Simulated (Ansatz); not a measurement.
## Abstraction of Br: C2HBrF2 + SiH(CH3)2 → C2HF2 + SiH(CH3)2Br

Species: C2HBrF2 `F/C=C(\F)Br`, singlet; SiH(CH3)2, doublet; C2HF2 `F/[C]=C\F`, doublet; SiH(CH3)2Br, singlet. A radical takes Br: the energy is the difference in strength between the C–Br bond broken and the Si–Br bond made.

Shapes, held fixed at every level: PBE0-D4/def2-TZVP. Programs: Ansatz 0.2.0. Electronic energies: no zero-point or thermal term.

```tsv
level	kind	ΔE (kJ/mol)
HF/def2-TZVPP	Hartree–Fock	-118.7
PBE-D4/def2-TZVPP	GGA	-57.7
r2SCAN-D4/def2-TZVPP	meta-GGA	-75.2
B3LYP-D4/def2-TZVPP	global hybrid	-71.7
PBE0-D4/def2-TZVPP	global hybrid	-68.1
wB97X-V/def2-TZVPP	range-separated hybrid	-76.1
B2PLYP/def2-TZVPP	double hybrid	-71.2
```

B2PLYP/def2-TZVPP gives ΔE = -71.2 kJ/mol; the levels span -118.7 to -57.7. The median of the levels is -71.7. No measured value is set beside it here. Spin contamination: C2HF2 (⟨S²⟩ up to 0.94). Open shells run unrestricted unless RO is named. Relativity is left out for Br unless named. Correlated rows may include outer-core shells of Br, which these sets cover unevenly.

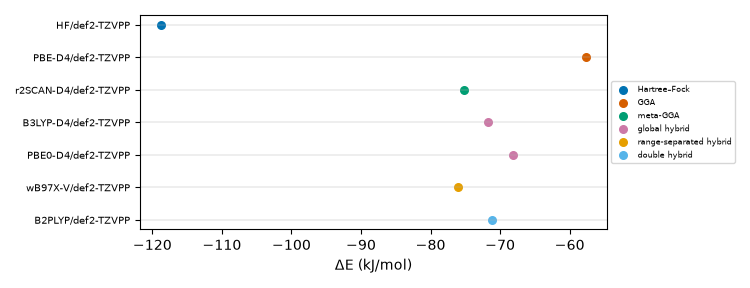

The values of the table, level by level.
